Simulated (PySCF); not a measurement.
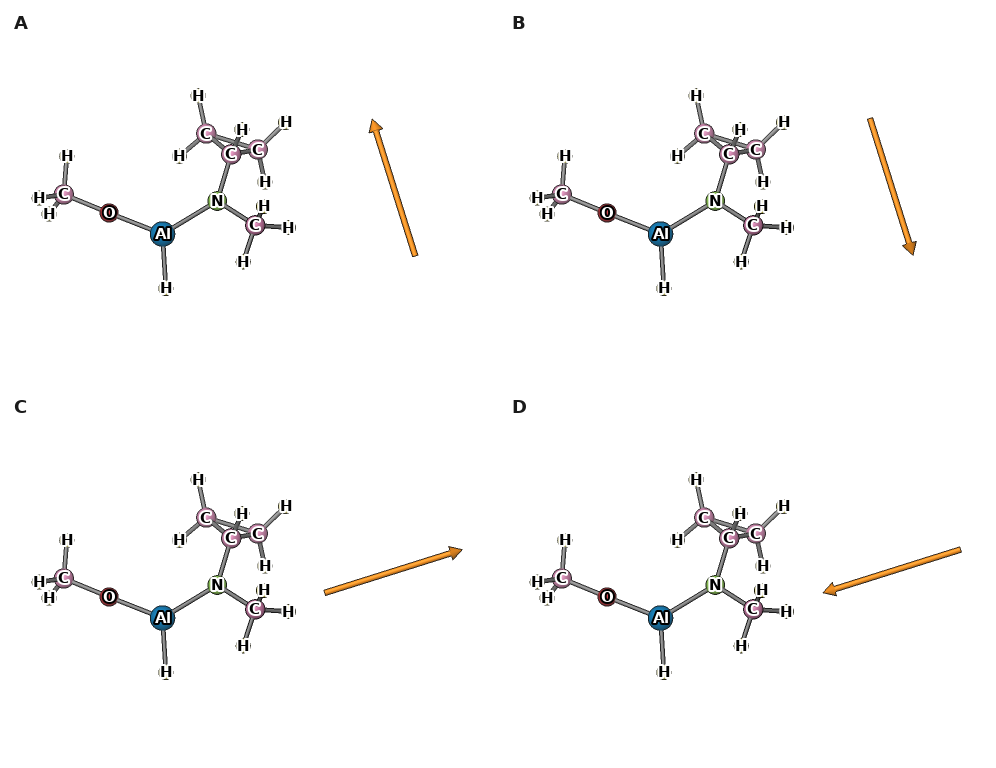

The same molecule four times, each with an arrow. The geometry was computed by an optimisation with GFN2-xTB. No frequency run is at hand to confirm it as a minimum. Level of theory: PBE0/pcSseg-1, gas phase (PySCF 2.14.0).

Question: Which arrow points along the dipole moment, from the negative to the positive end?

Answer: A. The dipole moment is 1.08 D.

The geometry is semi-empirical. Around Al such bond lengths and angles can be off by a tenth of an ångström or more and by several degrees, and values that hang on the shape move with them.
